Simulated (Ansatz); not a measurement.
## Lattice dynamics of SnSeS monolayer, Janus

Wanted: phonon frequencies of SnSeS monolayer, Janus and what follows from them.

Method: DFT PBEsol, scalar-relativistic, plane waves, PAW; PAW set soft_1, in Ansatz 0.2.0.

### 1. The structure

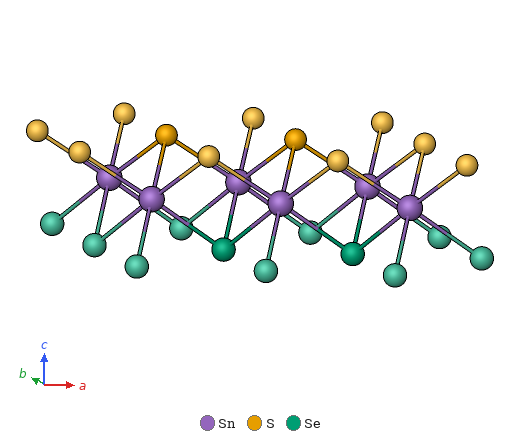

The cell as given, slightly off an axis (tin purple, sulfur orange, selenium teal). 2×1×1 cells are drawn. Some periodic images of atoms are drawn too.

The cell holds 3 atoms: 1 Sn, 1 S and 1 Se. Its edges and angles: a = 3.800 Å, b = 3.800 Å, c = 20.000 Å, α = 90.0°, β = 90.0°, γ = 120.0°. It derives from SnSeS. Vacuum lies along c.

### 2. Rough relaxation

The start is far from rest, so a relaxation with loose tolerances brings it close first.

The program solves this slab on a cell height of its own, 30.0 Å, in place of the one typed.

File input.yaml:

```yaml
crystal:
  lattice:
    - [3.8, 0.0, 0.0]
    - [-1.9, 3.2909, 0.0]
    - [0.0, 0.0, 20.0]
  atoms:
    - { symbol: Sn, position: [0.0, 0.0, 0.5] }
    - { symbol: S, position: [0.333333, 0.666667, 0.575] }
    - { symbol: Se, position: [0.666667, 0.333333, 0.42] }
  periodic: [true, true, false]
kpoints:
  mp_grid: { grid: [6, 6, 1] }
hamiltonian:
  xc: pbesol
  pseudopotentials: { kind: paw, azcp: { folder: soft_1 }, xc_functional: pbe }
scf:
  occupations: { method: gaussian, width: 0.1 }
output:
  forces: true
  stress: true
  eigenvalues: true
relax:
  adjacent_minimum: "off"
  f_tol: 0.05
  max_steps: 80
  cell: { stress_2d_tol: 0.02 }
```

On the command line:

```bash
ansatz run input.yaml --threads 8 --pin off --max-ram 16384MiB --backend cpu --events-out ev --progress --plain --runs-dir out
```

Numbers of over 12 decimals in the logs are rounded to 6 here.

Log:

```text
[...]
F+E_penalty+E_count = -12260.01258735 eV   max|allowed force component| = 7.246e-3 eV/Å   (the final SCF, on the basis selected at the relaxed cell)
  cell:  # Å, volume = 360.8980 Å³
    - [3.727059, 0.0, 0]
    - [-1.863530, 3.227728, 0]
    - [0, 0, 30.0]
  atoms:
    - { symbol: Sn, position: [6.000067814687168e-19, 0, 0.333926] }
    - { symbol: S, position: [0.333333, 0.666667, 0.382323] }
    - { symbol: Se, position: [0.666667, 0.333333, 0.280418] }
[key lines of the parts left out:]
SCF converged after 8 iterations
Free energy (F): -12260.012587 eV
Fermi energy:    -5.711794 eV
P = ½ c Tr σ = 0.0117 N/m
```

It took 7.8 s on 8 threads of Arm Neoverse V2, shared host; peak memory 0.76 GiB.

The steps of the relaxation:

| step | energy less that of the first step (eV) | largest force component (eV/Å) | volume (Å³) |
| --- | --- | --- | --- |
| 1 | 0.0000 | 0.6341 | 375.16 |
| 2 | 0.0247 | 1.0817 | 366.51 |
| 3 | -0.0480 | 0.1016 | 363.47 |
| 4 | -0.0492 | 0.0438 | 361.10 |
| 5 | -0.0493 | 0.0072 | 360.90 |
| 6* | -0.0491 | 0.0072 | 360.90 |

Relaxation steps marked * repeat the geometry before them on a plane-wave basis chosen anew for their cell, so energy and pressure can jump there. Relaxation step 2 was tried and not accepted.

Forces are held to the 6 operations that the run works with; a distortion that breaks them can't arise in this run.

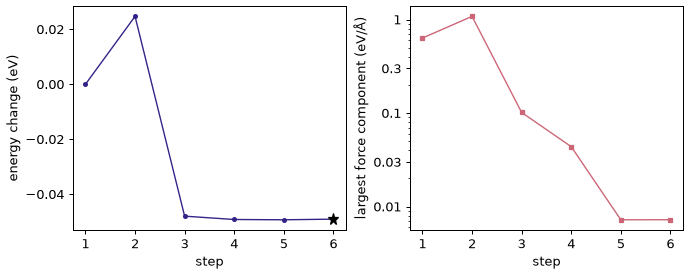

Energy and largest force along the relaxation. Stars mark steps on a basis chosen anew.

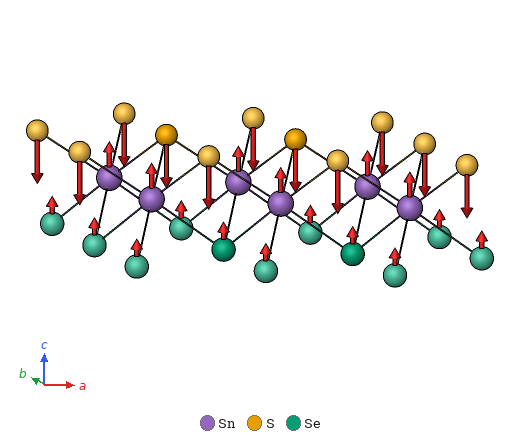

Displacements in the relaxation, exaggerated, measured against the changing cell; the longest in the cell stands for 0.03 Å. 2×1×1 cells are drawn. Some periodic images of atoms are drawn too.

| cell as run | before | after | change |
| --- | --- | --- | --- |
| a (Å) | 3.800 | 3.727 | -1.9 % |
| b (Å) | 3.800 | 3.727 | -1.9 % |

The atoms that moved most (Å, along periodic axes as changes of fractional coordinates times the final cell, across vacuum about the mean position):

| atom | dx | dy | dz | length |
| --- | --- | --- | --- | --- |
| S2 | 0.000 | 0.000 | -0.030 | 0.030 |
| Sn1 | 0.000 | 0.000 | 0.018 | 0.018 |
| Se3 | 0.000 | 0.000 | 0.013 | 0.013 |

Final coordinates:

```cif
data_structure
_symmetry_space_group_name_H-M 'P 1'
_symmetry_Int_Tables_number 1
_cell_length_a 3.7271
_cell_length_b 3.7271
_cell_length_c 30.0000
_cell_angle_alpha 90.000
_cell_angle_beta 90.000
_cell_angle_gamma 120.000
_cell_volume 360.90
loop_
_atom_site_label
_atom_site_type_symbol
_atom_site_fract_x
_atom_site_fract_y
_atom_site_fract_z
_atom_site_occupancy
Sn1 Sn 0.00000 0.00000 0.33393 1
S2 S 0.33333 0.66667 0.38232 1
Se3 Se 0.66667 0.33333 0.28042 1
```

Numbers from this step:

```yaml
gap_on_the_k_mesh: 0.9128 eV
direct_gap_on_mesh: 1.362 eV
area_per_atom: 4.01 Å²
```

The relaxation ends with a largest force component of 0.0072 eV/Å.

### 3. Bringing the structure to rest

The cell and atoms are relaxed, since residual forces and stress would shift the frequencies.

File input.yaml:

```yaml
crystal:
  lattice:
    - [3.7270591554, 0.0, 0.0]
    - [-1.8635295777, 3.22772791, 0.0]
    - [0.0, 0.0, 30.0]
  atoms:
    - { symbol: Sn, position: [0.0, 0.0, 0.3339261756] }
    - { symbol: S, position: [0.3333333333, 0.6666666667, 0.3823228279] }
    - { symbol: Se, position: [0.6666666667, 0.3333333333, 0.2804176633] }
  periodic: [true, true, false]
kpoints:
  mp_grid: { grid: [9, 9, 1] }
hamiltonian:
  xc: pbesol
  pseudopotentials: { kind: paw, azcp: { folder: soft_1 }, xc_functional: pbe }
scf:
  occupations: { method: gaussian, width: 0.02 }
output:
  forces: true
  stress: true
  eigenvalues: true
  write_density: true
  write_potential: true
  elf: true
  volumetric_format: npy
relax:
  adjacent_minimum: "off"
  f_tol: 0.005
  max_steps: 80
  cell: { stress_2d_tol: 0.02 }
```

Log:

```text
[...]
Crystal: 3 atoms, lattice volume = 360.898 Å³
Basis set: ecut = 420 eV, 7085 PW (Γ), exchange–correlation on 50×50×432 points (8 copies of the dense FFT grid, shifted against one another)
Bands: 22, of which v1, the nominal top of the filled ones, is band 18 counted from 1 (17 counted from 0)
Symmetry: 6 space group operations
[...]
k-points: 12 of 81 (time reversal used)
[...]
SCF iter   1: F=—  HF=-12260.410024 eV  |F-HF|=—  |Δ(HF+E_count)|=         —  Δρ=1.53e-2  dr2=1.30e0  ethr=3.10e-3  ⟨swp⟩=16.0  Hψ=2218  notcnv=0
[...]
SCF iter  10: F=-12260.022978 eV  HF=-12260.022978 eV  |F-HF|=5.17e-9  |Δ(HF+E_count)|=   1.10e-7  Δρ=2.07e-6  dr2=1.38e-8  ethr=2.78e-10  ⟨swp⟩=18.4  Hψ=2660  notcnv=0
SCF 1 converged in 10 iterations: F = -12260.022978 eV  dr2 = 1.38e-8
[...]
relax step   1: F+E_penalty+E_count = -12260.02297761 eV  Δ(F+E_penalty+E_count) = +0.000e0 eV  max|allowed force component| = 6.017e-3 eV/Å  Δτ_max = 0.0000 Å  P = -0.048 N/m  Ω = 360.898 Å³  fix = [c, alpha, beta]  reactions: c +0.000 N/m  (10 SCF iters, dr2 threshold 1.00e-7 eV, accepted)
Crystal: 3 atoms, lattice volume = 360.328 Å³
[...]
SCF iter   6: F=-12260.022988 eV  HF=-12260.022988 eV  |F-HF|=1.44e-9  |Δ(HF+E_count)|=   5.38e-9  Δρ=1.11e-6  dr2=3.28e-9  ethr=9.40e-12  ⟨swp⟩=13.2  Hψ=2670  notcnv=0
SCF 2 converged in 6 iterations: F = -12260.022988 eV  dr2 = 3.28e-9
relax step   2: F+E_penalty+E_count = -12260.02298797 eV  Δ(F+E_penalty+E_count) = -1.036e-5 eV  max|allowed force component| = 1.929e-2 eV/Å  Δτ_max = 0.0033 Å  P = -0.021 N/m  Ω = 360.328 Å³  energy of the carried Pulay correction = +1.013e-5 eV  fix = [c, alpha, beta]  reactions: c -0.000 N/m  (6 SCF iters, dr2 threshold 3.38e-9 eV, accepted)
Crystal: 3 atoms, lattice volume = 360.506 Å³
[...]
SCF iter   5: F=-12260.023015 eV  HF=-12260.023015 eV  |F-HF|=3.29e-10  |Δ(HF+E_count)|=   1.41e-8  Δρ=2.81e-6  dr2=1.44e-8  ethr=6.46e-11  ⟨swp⟩=18.3  Hψ=2603  notcnv=0
SCF 3 converged in 5 iterations: F = -12260.023015 eV  dr2 = 1.44e-8
relax step   3: F+E_penalty+E_count = -12260.02301514 eV  Δ(F+E_penalty+E_count) = -2.717e-5 eV  max|allowed force component| = 3.029e-3 eV/Å  Δτ_max = 0.0018 Å  P = -0.016 N/m  Ω = 360.506 Å³  energy of the carried Pulay correction = +6.968e-6 eV  fix = [c, alpha, beta]  reactions: c -0.000 N/m  (5 SCF iters, dr2 threshold 2.32e-8 eV, accepted)
[...]
SCF iter   9: F=-12260.023008 eV  HF=-12260.023008 eV  |F-HF|=7.28e-11  |Δ(HF+E_count)|=  6.18e-11  Δρ=1.34e-8  dr2=7.08e-13  ethr=1.00e-12  ⟨swp⟩=10.0  Hψ=1857  notcnv=0
SCF 4 converged in 9 iterations: F = -12260.023008 eV  dr2 = 7.08e-13
relax step   4: F+E_penalty+E_count = -12260.02300764 eV  Δ(F+E_penalty+E_count) = +7.506e-6 eV  max|allowed force component| = 3.081e-3 eV/Å  Δτ_max = 0.0000 Å  P = -0.016 N/m  Ω = 360.506 Å³  fix = [c, alpha, beta]  reactions: c -0.000 N/m  stress off target by 1.61e-2 N/m on what of the cell is left free  SCF on the basis re-selected at this cell (its energy is not comparable with the rows above)  (9 SCF iters)
[...]
WARN: The input density's exchange-correlation potential varies sharply where the density is thin. Do not read a vacuum level from v_tot or v_xc, or from such a field of the output density. On a cell that repeats whose density bears no net charge and no dipole along the vacuum's axis use v_es (v_loc + v_h of the components); under efield.dipole_correction with no amplitude use v_es + v_field, which holds any external [...]
SCF converged after 9 iterations
Free energy (F): -12260.023008 eV
[...]
Internal energy: -12260.023008 eV  (E = F + TS)
E sigma→0 (E₀):  -12260.023008 eV
Fermi energy:    -5.679448 eV
[...]
--- Forces (eV/Å), atoms counted from 1 ---
  atom   1  Sn    -0.00000000    -0.00000000    -0.00048086
  atom   2  S      0.00000000     0.00000000    -0.00260022
  atom   3  Se     0.00000000    -0.00000000     0.00308105
  max |Σ_I F_I| component: 3.27e-8 eV/Å
--- 2D stress c σ (N/m, compression-positive) ---
       -0.016083      -0.000000       0.000000
        0.000000      -0.016083      -0.000000
        0.000000      -0.000000      -0.000000
  P = ½ c Tr σ = -0.0161 N/m
--- Band table (eV; the first three rows and the last of 12) ---
  k-point 0: bands = [... 14 lower, -7.1047, -7.1047, -6.1649, -6.1649, -4.3958, -2.9271, -1.3614, -1.3614]
  k-point 1: bands = [... 14 lower, -7.3757, -7.3498, -6.9057, -6.1894, -3.8892, -2.2955, -1.4899, -1.0650]
  k-point 2: bands = [... 14 lower, -8.0002, -7.9115, -7.1752, -6.3179, -3.9979, -1.9831, -0.6328, -0.4999]
  k-point 11: bands = [... 14 lower, -9.9578, -9.6734, -7.2324, -7.0773, -4.1407, -0.7588, -0.6504, 0.6363]
--- Relaxed structure (3 steps of the walk, 3 accepted, 1 SCFs on fresh bases) ---
[...]
cell:  # Å, volume = 360.5056 Å³
    - [3.725033, 0.0, 0]
    - [-1.862516, 3.225973, 0]
    - [0, 0, 30.0]
  atoms:
    - { symbol: Sn, position: [0, 0, 0.333926] }
    - { symbol: S, position: [0.333333, 0.666667, 0.382374] }
    - { symbol: Se, position: [0.666667, 0.333333, 0.280367] }
```

Wall time 8.2 s (8 threads); peak memory 0.85 GiB.

Little changed from the start: no atom moved by 0.005 Å and no cell edge by 0.1 %.

Numbers from this step:

```
gap on the k-mesh  : 0.9714 eV
direct gap on mesh : 1.409 eV
area per atom      : 4.006 Å²
```

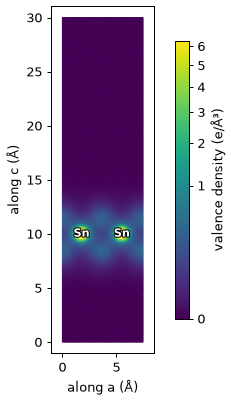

Valence density in the ac plane at fractional y = 0.000, with atoms of Sn within 0.2 Å of it. It is the smooth field of the valence electrons, not physical close to the nuclei. The map starts off the cell's origin, so that atoms lie inside it. The colour scale is stretched toward low values.

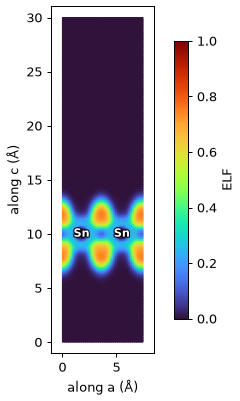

ELF in the ac plane at fractional y = 0.000, with atoms of Sn within 0.2 Å of it. It is the smooth field of the valence electrons, not physical close to the nuclei. The map starts off the cell's origin, so that atoms lie inside it.

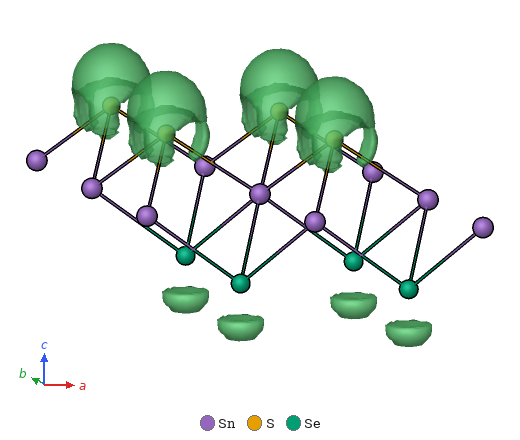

Surface of ELF = 0.85. 2×2×1 cells are drawn.

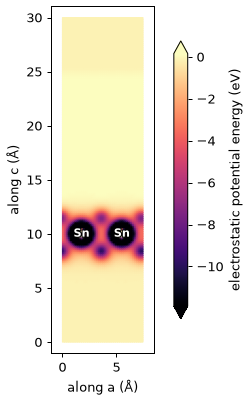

Electrostatic potential energy in the ac plane at fractional y = 0.000, with atoms of Sn within 0.2 Å of it. With pseudopotentials it is smooth inside the atoms' cores, unlike the true potential. The map starts off the cell's origin, so that atoms lie inside it.

### 4. Relaxing to small forces for the phonons

Phonons need a cell at rest on their own settings, so the relaxation is repeated with tight tolerances on forces and stress on the k mesh and occupations of the first response run.

File input.yaml:

```yaml
crystal:
  lattice:
    - [3.7250326022, 0.0, 0.0]
    - [-1.8625163011, 3.2259728635, 0.0]
    - [0.0, 0.0, 30.0]
  atoms:
    - { symbol: Sn, position: [0.0, 0.0, 0.3339259113] }
    - { symbol: S, position: [0.3333333333, 0.6666666667, 0.3823738773] }
    - { symbol: Se, position: [0.6666666667, 0.3333333333, 0.2803668782] }
  periodic: [true, true, false]
kpoints:
  mp_grid: { grid: [12, 12, 1] }
hamiltonian:
  xc: pbesol
  pseudopotentials: { kind: paw, azcp: { folder: soft_1 }, xc_functional: pbe }
scf:
  occupations: { method: fixed }
output:
  forces: true
  stress: true
  eigenvalues: true
relax:
  adjacent_minimum: "off"
  f_tol: 0.001
  max_steps: 60
  cell: { stress_2d_tol: 0.002 }
```

Log:

```text
[...]
Crystal: 3 atoms, lattice volume = 360.506 Å³
Basis set: ecut = 420 eV, 7085 PW (Γ), exchange–correlation on 50×50×432 points (8 copies of the dense FFT grid, shifted against one another)
Bands: 22, of which v1, the nominal top of the filled ones, is band 18 counted from 1 (17 counted from 0)
Symmetry: 6 space group operations
[...]
k-points: 19 of 144 (time reversal used)
[...]
k-point 18: bands = [... 14 lower, -9.9592, -9.6750, -7.2334, -7.0781, -4.1399, -0.7588, -0.6505, 0.6385]
--- Relaxed structure (4 steps of the walk, 3 accepted, 1 SCFs on fresh bases) ---
[...]
cell:  # Å, volume = 360.3665 Å³
    - [3.724314, 0.0, 0]
    - [-1.862157, 3.225350, 0]
    - [0, 0, 30.0]
  atoms:
    - { symbol: Sn, position: [0, 0, 0.333927] }
    - { symbol: S, position: [0.333333, 0.666667, 0.382375] }
    - { symbol: Se, position: [0.666667, 0.333333, 0.280365] }
[key lines of the parts left out:]
SCF converged after 11 iterations
Free energy (F): -12260.023625 eV
Fermi energy:    -6.163824 eV
P = ½ c Tr σ = -0.0002 N/m
```

It took 15 s on 8 threads; peak memory 0.88 GiB.

Little changed from the start: no atom moved by 0.005 Å and no cell edge by 0.1 %.

This step gave:

* gap on the k-mesh: 0.9092 eV
* direct gap on mesh: 1.363 eV
* area per atom: 4.004 Å²

The largest force component left is 0.072 meV/Å, within the tolerances set.

(Continued in part 2 of 3.)

[Logs are printed without paths, hosts, clocks, repeated set-up lines and the standing remarks that a program may print on its own settings, such as how far it seeks lower states.]

[Hosts, paths, dates, database ids (printed as entryN), source tags and the programs' standing remarks are cut or masked in the printed files.]
